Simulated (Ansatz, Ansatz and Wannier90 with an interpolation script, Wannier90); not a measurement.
# Te2Pt (1T monolayer): quasiparticle bands by Wannier interpolation, part 2 of 3

Wanted: quasiparticle gap and band widths of Te2Pt (1T monolayer) over the whole zone.

Ansatz 0.2.0; PBE, Wannier functions and G0W0, plane waves, PAW. Known limits of the many-body steps: not at the basis limit; no spin polarisation; d states lean on the start; no spin-orbit coupling.

So far. Step 2 (PBE bands): The gap is indirect, with the least direct gap 0.22 eV higher.

## Step 4: Wannier functions by Wannier90 (Pt:5d Te:5p) on 12×12×1

Localised functions give a small Hamiltonian that interpolates between mesh points at no cost.

This step: maximally localised Wannier functions from the overlaps of PBE states (plane waves, PAW).

Contents of w.win:

```
num_iter = 1200
conv_tol = 1.0e-8
conv_window = 5
dis_num_iter = 4000
dis_conv_tol = 1.0e-8
dis_mix_ratio = 0.7
write_hr = true
use_ws_distance = false
num_print_cycles = 50
! ansatz wannier90 interface
! projections by site (counted from 0) and shell: 0 5D, 1 5P, 2 5P
! states of the run's bands (counted from 1): 1-29
num_bands = 29
num_wann  = 11
dis_win_min = -11.03
dis_win_max = -0.5
dis_froz_min = -11.03
dis_froz_max = -3.5
guiding_centres = true
shell_list = 2 1

begin unit_cell_cart
Ang
        4.026757332596037                      0.0                      0.0
      -2.0133786662980184        3.487274144903432                      0.0
                      0.0                      0.0                     28.7
end unit_cell_cart

begin atoms_frac
Pt                       0.0                      0.0                      0.5
Te        0.3333333333333333       0.6666666666666666             0.5483293191
Te        0.6666666666666666       0.3333333333333333             0.4516706809
end atoms_frac

mp_grid = 12 12 1

[... the mesh's points ...]
```

Started as:

```
$ OMP_NUM_THREADS=1 mpirun -n 8 wannier90.x w > wannier90.x.log
```

Numbers of over 12 decimals in the logs are rounded to 6 here.

The program printed:

```text
TEM
                                    ------

                              Lattice Vectors (Ang)
                    a_1     4.026757   0.000000   0.000000
                    a_2    -2.013379   3.487274   0.000000
                    a_3     0.000000   0.000000  28.700000

                   Unit Cell Volume:     403.01707  (Ang^3)

                        Reciprocal-Space Vectors (Ang^-1)
                    b_1     1.560359   0.900873  -0.000000
                    b_2     0.000000   1.801747   0.000000
                    b_3     0.000000  -0.000000   0.218926

 *----------------------------------------------------------------------------*
 |   Site       Fractional Coordinate          Cartesian Coordinate (Ang)     |
 +----------------------------------------------------------------------------+
 | pt   1   0.00000   0.00000   0.50000   |    0.00000   0.00000  14.35000    |
 | te   1   0.33333   0.66667   0.54833   |   -0.00000   2.32485  15.73705    |
 | te   2   0.66667   0.33333   0.45167   |    2.01338   1.16242  12.96295    |
 *----------------------------------------------------------------------------*
                                ------------
                                K-POINT GRID
                                ------------

             Grid size = 12 x 12 x  1      Total points =  144

 *---------------------------------- MAIN ------------------------------------*
 |  Number of Wannier Functions               :                11             |
 |  Number of Objective Wannier Functions     :                11             |
 |  Number of input Bloch states              :                29             |
 |  Output verbosity (1=low, 5=high)          :                 1             |
 |  Timing Level (1=low, 5=high)              :                 1             |
 |  Optimisation (0=memory, 3=speed)          :                 3             |
 |  Length Unit                               :               Ang             |
 |  Post-processing setup (write *.nnkp)      :                 F             |
 |  Using Gamma-only branch of algorithms     :                 F             |
 *----------------------------------------------------------------------------*
 *------------------------------- WANNIERISE ---------------------------------*
 |  Total number of iterations                :              1200             |
 |  Number of CG steps before reset           :                 5             |
 |  Trial step length for line search         :             2.000             |
 |  Convergence tolerence                     :         0.100E-07             |
 |  Convergence window                        :                 5             |
 |  Iterations between writing output         :                50             |
 |  Iterations between backing up to disk     :               100             |
 |  Write r^2_nm to file                      :                 F             |
 |  Write xyz WF centres to file              :                 F             |
 |  Write on-site energies <0n|H|0n> to file  :                 F             |
 |  Use guiding centre to control phases      :                 T             |
 |  Use phases for initial projections        :                 F             |
 |  Iterations before starting guiding centres:                 0             |
 |  Iterations between using guiding centres  :                 1             |
 *----------------------------------------------------------------------------*
 *------------------------------- DISENTANGLE --------------------------------*
 |  Using band disentanglement                :                 T             |
 |  Total number of iterations                :              4000             |
 |  Mixing ratio                              :             0.700             |
 |  Convergence tolerence                     :         1.000E-08             |
 |  Convergence window                        :                 3             |
 *----------------------------------------------------------------------------*
 *-------------------------------- PLOTTING ----------------------------------*
 |  Plotting Hamiltonian in WF basis          :                 T             |
 *----------------------------------------------------------------------------*

 *---------------------------------- K-MESH ----------------------------------*
 +----------------------------------------------------------------------------+
 |                    Distance to Nearest-Neighbour Shells                    |
 |                    ------------------------------------                    |
 |          Shell             Distance (Ang^-1)          Multiplicity         |
 |          -----             -----------------          ------------         |
 |             1                   0.150146                      6            |
 |             2                   0.218926                      2            |
 |             3                   0.260060                      6            |
 |             4                   0.265466                     12            |
 |             5                   0.300291                      6            |
 |             6                   0.339941                     12            |
 |             7                   0.371623                     12            |
[...]
WF centre and spread    7  (  0.000000,  2.422023,-13.093363 )     3.23529694
  WF centre and spread    8  ( -0.000000,  2.226638,-13.093360 )     3.23551991
[...]
Sum of centres and spreads (  6.040136, 10.461822,-43.050000 )    25.13311654

      1    -0.885E-01     0.3894737477       25.1331165420       0.09  <-- CONV
        O_D=      0.0241366 O_OD=      1.4777578 O_TOT=     25.1331165 <-- SPRD
 Delta: O_D= -0.7785809E-02 O_OD= -0.8068081E-01 O_TOT= -0.8846662E-01 <-- DLTA
 ------------------------------------------------------------------------------
 Cycle:     50
  WF centre and spread    1  ( -0.000000,  0.000000,-14.350000 )     1.10753794
  WF centre and spread    2  (  0.000000, -0.000000,-14.350000 )     1.43101461
[...]
WF centre and spread    4  ( -0.000000, -0.000000,-14.350000 )     1.48882758
[...]
Sum of centres and spreads (  6.040136, 10.461822,-43.050000 )    24.88043247

     50    -0.332E-06     0.0008467814       24.8804324705       0.24  <-- CONV
        O_D=      0.0152801 O_OD=      1.2339302 O_TOT=     24.8804325 <-- SPRD
 Delta: O_D= -0.1991138E-06 O_OD= -0.1332441E-06 O_TOT= -0.3323579E-06 <-- DLTA
 ------------------------------------------------------------------------------
 Cycle:    100
[...]
Sum of centres and spreads (  6.040136, 10.461822,-43.050000 )    24.88042310

    100    -0.113E-06     0.0004948107       24.8804230969       0.40  <-- CONV
        O_D=      0.0152859 O_OD=      1.2339151 O_TOT=     24.8804231 <-- SPRD
 Delta: O_D= -0.1086127E-06 O_OD= -0.3999066E-08 O_TOT= -0.1126117E-06 <-- DLTA
 ------------------------------------------------------------------------------
 Cycle:    150
[...]
Sum of centres and spreads (  6.040136, 10.461822,-43.050000 )    24.88041752

    150    -0.623E-07     0.0003271179       24.8804175249       0.55  <-- CONV
        O_D=      0.0152909 O_OD=      1.2339045 O_TOT=     24.8804175 <-- SPRD
 Delta: O_D=  0.1926929E-06 O_OD= -0.2549846E-06 O_TOT= -0.6229172E-07 <-- DLTA
 ------------------------------------------------------------------------------
 Cycle:    200
[...]
Sum of centres and spreads (  6.040136, 10.461822,-71.750000 )    24.88041416

    200    -0.357E-07     0.0002509465       24.8804141579       0.71  <-- CONV
        O_D=      0.0152946 O_OD=      1.2338974 O_TOT=     24.8804142 <-- SPRD
 Delta: O_D=  0.8539707E-07 O_OD= -0.1210840E-06 O_TOT= -0.3568695E-07 <-- DLTA
 ------------------------------------------------------------------------------
 Cycle:    250
[...]
Sum of centres and spreads (  6.040136, 10.461822,-71.750000 )    24.88041208

    250    -0.395E-07     0.0002508901       24.8804120808       0.86  <-- CONV
        O_D=      0.0152974 O_OD=      1.2338925 O_TOT=     24.8804121 <-- SPRD
 Delta: O_D=  0.5396506E-07 O_OD= -0.9343073E-07 O_TOT= -0.3946567E-07 <-- DLTA
 ------------------------------------------------------------------------------
 Cycle:    300
[...]
Sum of centres and spreads (  6.040136, 10.461822,-71.750000 )    24.88041078

    300    -0.243E-07     0.0002205257       24.8804107763       1.03  <-- CONV
        O_D=      0.0152996 O_OD=      1.2338890 O_TOT=     24.8804108 <-- SPRD
 Delta: O_D=  0.5150539E-07 O_OD= -0.7583464E-07 O_TOT= -0.2432925E-07 <-- DLTA
 ------------------------------------------------------------------------------
 Cycle:    350
[...]
Sum of centres and spreads (  6.040136, 10.461822,-71.750000 )    24.88040994

    350    -0.204E-07     0.0001928238       24.8804099363       1.18  <-- CONV
        O_D=      0.0153013 O_OD=      1.2338865 O_TOT=     24.8804099 <-- SPRD
 Delta: O_D=  0.6224007E-07 O_OD= -0.8263497E-07 O_TOT= -0.2039490E-07 <-- DLTA
 ------------------------------------------------------------------------------

             <<<     Delta < 1.000E-08  over  5 iterations     >>>
             <<< Wannierisation convergence criteria satisfied >>>

 Final State
  WF centre and spread    1  ( -0.000000,  0.000000,-14.350000 )     1.10753261
[...]
WF centre and spread    3  ( -0.000000,  0.000000, 14.350000 )     1.42919163
  WF centre and spread    4  ( -0.000000,  0.000000, 14.350000 )     1.48828858
  WF centre and spread    5  ( -0.000000, -0.000000,-14.350000 )     1.48818586
  WF centre and spread    6  ( -0.000000,  2.325008,-12.834568 )     2.72178536
  WF centre and spread    7  (  0.000000,  2.427599,-13.099834 )     3.12255891
  WF centre and spread    8  ( -0.000000,  2.221130,-13.099751 )     3.12342984
  WF centre and spread    9  (  2.013379,  1.162266, 12.834568 )     2.72178536
  WF centre and spread   10  (  2.013379,  1.059675, 13.099834 )     3.12255891
  WF centre and spread   11  (  2.013379,  1.266144, 13.099751 )     3.12342984
  Sum of centres and spreads (  6.040136, 10.461822, 14.350000 )    24.88040987

         Spreads (Ang^2)       Omega I      =    23.631222142
        ================       Omega D      =     0.015301520
                               Omega OD     =     1.233886204
    Final Spread (Ang^2)       Omega Total  =    24.880409867
 ------------------------------------------------------------------------------

 Writing checkpoint file w.chk... done

 *---------------------------------------------------------------------------*
 |                               PLOTTING                                    |
 *---------------------------------------------------------------------------*

 *===========================================================================*
 |                             TIMING INFORMATION                            |
 *===========================================================================*
 |    Tag                                                Ncalls      Time (s)|
 |---------------------------------------------------------------------------|
 |kmesh: get                                        :         1         0.034|
 |overlap: read                                     :         1         0.570|
 |dis: main                                         :         1         0.084|
 |wann: main                                        :         1         1.126|
 |plot: main                                        :         1         0.028|
 *---------------------------------------------------------------------------*
 All done: wannier90 exiting
```

Run time: 2.6 s. Hardware: 8 MPI ranks of Arm Neoverse V2, shared host; 19 s of CPU time.

Numbers from this step:

| Property | Result |
| --- | --- |
| gauge-invariant spread | 23.63 Å² |
| diagonal spread | 0.01530 Å² |
| off-diagonal spread | 1.234 Å² |
| total spread | 24.88 Å² |
| disentanglement steps | 58 |
| r.m.s. interpolation error | 3.71e-4 eV |
| r.m.s. error near the gap | 5.74e-4 eV |

Near the gap the model misses directly solved bands by 0.6 meV r.m.s. and by 4 meV at most in the window tested. This tests the starting bands, not the corrections carried with them.

Wannier functions, by row:

```csv
function,x (Å),y (Å),z (Å),spread (Å²),nearest atom,distance (Å)
1,0,0,-14.35,1.108,Pt1,0
2,0,0,14.35,1.432,Pt1,0
3,0,0,14.35,1.429,Pt1,0
4,0,0,14.35,1.488,Pt1,0
5,0,0,-14.35,1.488,Pt1,0
6,0,2.325,-12.84,2.722,Te2,0.128
7,0,2.428,-13.1,3.123,Te2,0.171
8,0,2.221,-13.1,3.123,Te2,0.172
9,2.013,1.162,12.84,2.722,Te3,0.128
10,2.013,1.06,13.1,3.123,Te3,0.171
11,2.013,1.266,13.1,3.123,Te3,0.172
```

Frozen up to 1.30 eV; above it the model need not follow the bands. The electronic bands at the labelled points (eV, zero at the valence-band top):

| point | band 22 | band 23 | band 24 | band 25 | band 26 | band 27 |
| --- | --- | --- | --- | --- | --- | --- |
| Γ | -1.87 | -0.61 | 0.00 | 0.00 | 2.33 | 2.33 |
| M | -2.86 | -2.53 | -2.04 | -1.58 | 1.71 | 2.08 |
| K | -3.04 | -2.42 | -1.63 | -1.63 | 1.10 | 1.10 |
| Γ | -1.87 | -0.61 | 0.00 | 0.00 | 2.33 | 2.33 |

The same for Kohn-Sham, solved directly:

| point | band 22 | band 23 | band 24 | band 25 | band 26 | band 27 |
| --- | --- | --- | --- | --- | --- | --- |
| Γ | -1.87 | -0.61 | 0.00 | 0.00 | 2.33 | 2.33 |
| M | -2.86 | -2.53 | -2.04 | -1.58 | 1.68 | 2.08 |
| K | -3.04 | -2.42 | -1.63 | -1.63 | 1.10 | 1.10 |
| Γ | -1.87 | -0.61 | 0.00 | 0.00 | 2.33 | 2.33 |

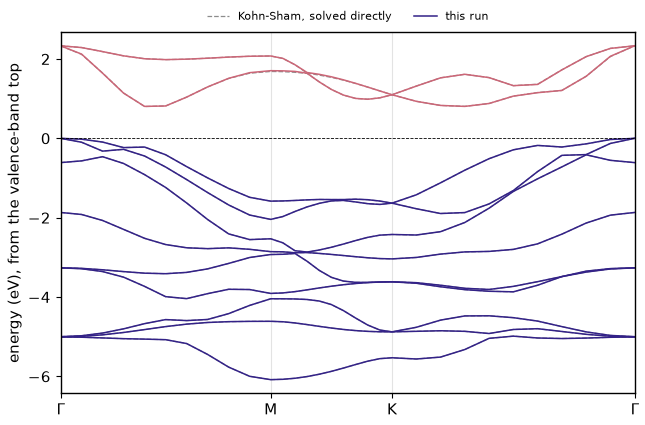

Electronic bands along the path; lines of filled and empty bands in two colours; dashed: Kohn-Sham, solved directly.

## Step 5: G0W0 at every point of the mesh: 6×6×1 mesh, 654 empty bands, screening to 80 eV

Now the one-shot GW correction: screening in the RPA, then the self-energy of the levels asked for.

This step: G0W0 on PBE, plane waves, PAW.

Contents of input.yaml:

```yaml
crystal:
  lattice:
    - [4.0267573326, 0.0, 0.0]
    - [-2.0133786663, 3.4872741449, 0.0]
    - [0.0, 0.0, 28.7]
  atoms:
    - { symbol: Pt, position: [0.0, 0.0, 0.5] }
    - { symbol: Te, position: [0.3333333333, 0.6666666667, 0.5483293191] }
    - { symbol: Te, position: [0.6666666667, 0.3333333333, 0.4516706809] }
  periodic: [true, true, false]
kpoints:
  mp_grid: { grid: [6, 6, 1] }
hamiltonian:
  xc: pbe
scf:
  occupations: { method: fixed }
gw:
  n_empty_bands: 654
  ecut_chi: 80.0
  qp_bands: [v9, c2]
  screening: { model: contour_deformation }
```

Started as:

```
$ ansatz run input.yaml --threads 12 --pin off --max-ram 22118MiB --backend cpu --events-out ev --progress --plain --runs-dir out
```

The program printed:

```text
[...]
Crystal: 3 atoms, lattice volume = 403.017 Å³
Basis set: ecut = 420 eV, 7907 PW (Γ)
Bands: 30, of which v1, the nominal top of the filled ones, is band 25 counted from 1 (24 counted from 0)
Symmetry: 12 space group operations
[...]
k-points: 7 of 36
[...]
SCF iter   1: F=—  HF=-26484.014124 eV  |F-HF|=—  |Δ(HF+E_count)|=         —  Δρ=1.60e-3  dr2=1.10e-2  ethr=1.77e-3  ⟨swp⟩=7.7  Hψ=1021  notcnv=0  defer=20
[...]
SCF iter   7: F=-26484.009208 eV  HF=-26484.009208 eV  |F-HF|=8.21e-9  |Δ(HF+E_count)|=   8.02e-8  Δρ=1.01e-6  dr2=6.97e-9  ethr=2.00e-10  ⟨swp⟩=20.4  Hψ=1208  notcnv=0
SCF 1 converged in 7 iterations: F = -26484.009208 eV  dr2 = 6.97e-9
[...]
G₀W₀ screening: q 1/7
[... further progress lines ...]
SCF converged after 7 iterations
Free energy (F): -26484.009208 eV
[...]
Internal energy: -26484.009208 eV  (E = F + TS)
E sigma→0 (E₀):  -26484.009208 eV
Fermi energy:    -4.797262 eV
[...]
--- Band table (eV; the first three rows and the last of 7) ---
  k-point 0: bands = [... 21 lower, -6.6657, -5.4093, -4.7973, -4.7973, -2.4654, -2.4654, -0.9799 (-0.9805°), -0.7027, ... 1 higher]
  k-point 1: bands = [... 21 lower, -7.1721, -5.5232, -5.0937, -5.0358, -3.7994, -2.7484, -0.3403, -0.1986, ... 1 higher]
  k-point 2: bands = [... 21 lower, -7.5765, -6.7061, -6.0555, -5.7019, -3.5852, -2.7870, -1.3629, 0.4395, ... 1 higher]
  k-point 6: bands = [... 21 lower, -7.8358, -7.2208, -6.4311, -6.4311, -3.6990, -3.6990, -0.3644, 1.8023, ... 1 higher]
  ° read free of the cell's end (the report's vacuum.weakly_bound_levels)
--- G₀W₀: contour deformation, 7 samples at zero and on the imaginary axis and 3 off it, 36 q-points, 654 empty bands' worth ---
  eigenvalues of the whole cell's RPA ε∞ on this k-mesh (on a slab, of 1 + 4πα/V) = 1.1836, 6.4660, 6.4660; static W/v taken at q = 0 is 0.366928
  bands read: the sum over 679 bands ends inside a degenerate multiplet in 2 slots, whose members it reads at an even weight; the widest, k=0: bands 679 to 680 (counted from 1) at 1/2 each
    ik  band        ε_KS         Σx   Σc(E_QP)       V_xc       Z   E_QP_lin       E_QP  E_QP is
     0    17     -9.8028   -25.0099     4.1211   -20.6664  0.6331   -10.0281   -10.0251  root
     0    18     -9.8028   -25.0099     4.1211   -20.6664  0.6331   -10.0281   -10.0251  root
     0    19     -9.7959   -21.0719     4.3593   -16.3985  0.6303   -10.1217   -10.1101  root
     0    20     -8.0619   -28.8588     4.7823   -23.8703  0.6337    -8.2704    -8.2681  root
     0    21     -8.0619   -28.8588     4.7823   -23.8703  0.6337    -8.2704    -8.2681  root
     0    22     -6.6657   -24.1149     3.4256   -20.4610  0.6424    -6.8998    -6.8941  root
     0    23     -5.4093   -13.8731     1.0224   -12.4649  0.6700    -5.8089    -5.7951  root
     0    24     -4.7973   -16.0044     0.6567   -15.0317  0.6964    -5.1189    -5.1131  root
     0    25     -4.7973   -16.0044     0.6567   -15.0317  0.6964    -5.1189    -5.1131  root
     0    26     -2.4654   -15.9960    -2.9685   -19.2994  0.6514    -2.1224    -2.1305  root
     0    27     -2.4654   -15.9960    -2.9685   -19.2994  0.6514    -2.1224    -2.1305  root
     1    17     -9.8515   -23.5316     4.1222   -19.1435  0.6254   -10.1189   -10.1173  root
     1    18     -9.6670   -25.0555     4.0129   -20.8236  0.6329    -9.8896    -9.8860  root
     1    19     -9.5567   -21.2694     4.2126   -16.7371  0.6439    -9.8874    -9.8763  root
[...]
6    23     -7.2208   -15.2551     1.8203   -12.9963  0.6571    -7.6603    -7.6593  root
     6    24     -6.4311   -23.4847     3.1196   -20.0887  0.6498    -6.7120    -6.7076  root
     6    25     -6.4311   -23.4847     3.1196   -20.0887  0.6498    -6.7120    -6.7076  root
     6    26     -3.6990   -14.0412    -2.8170   -17.1470  0.6869    -3.4049    -3.4103  root
     6    27     -3.6990   -14.0412    -2.8170   -17.1470  0.6869    -3.4049    -3.4103  root
```

Elapsed: 3.9 min, on 12 threads; peak memory 7.7 GiB; 43 min of CPU time.

Numbers from this step:

```yaml
bands_summed: 679
plane_waves_in_the_screening_matrix: 611
q_points_in_the_mesh: 36
g0w0_gap_on_the_mesh: 1.613 eV
k_of_the_valence_top: 0, 0, 0
k_of_the_conduction_bottom: 0, 0.1667, 0
starting_gap_on_the_mesh: 0.9979 eV
z_at_the_valence_top: 0.6964
z_at_the_conduction_bottom: 0.6980
least_direct_g0w0_gap_on_the_computed_points: 1.910 eV
```

The gap on the mesh goes from 1.00 eV to 1.61 eV, a correction of +0.61 eV. Between the two edge states, bare exchange in place of the xc potential would open the gap by 3.71 eV, and correlation takes back 3.10 eV. The start differs from the 0.80 eV found before because this mesh misses an edge.

[end of part 2 of 3]

[Paths, hosts, dates, memory and timing lines, banners, echoed tables and standing remarks are left out of the program output.]

[Logs are printed without paths, hosts, clocks, repeated set-up lines and the standing remarks that a program may print on its own settings, such as how far it seeks lower states.]

[Runs of the session that timed out or met a known fault of the program may be left out.]

[Hosts, paths, dates, database ids (printed as entryN), source tags and the programs' standing remarks are cut or masked in the printed files.]
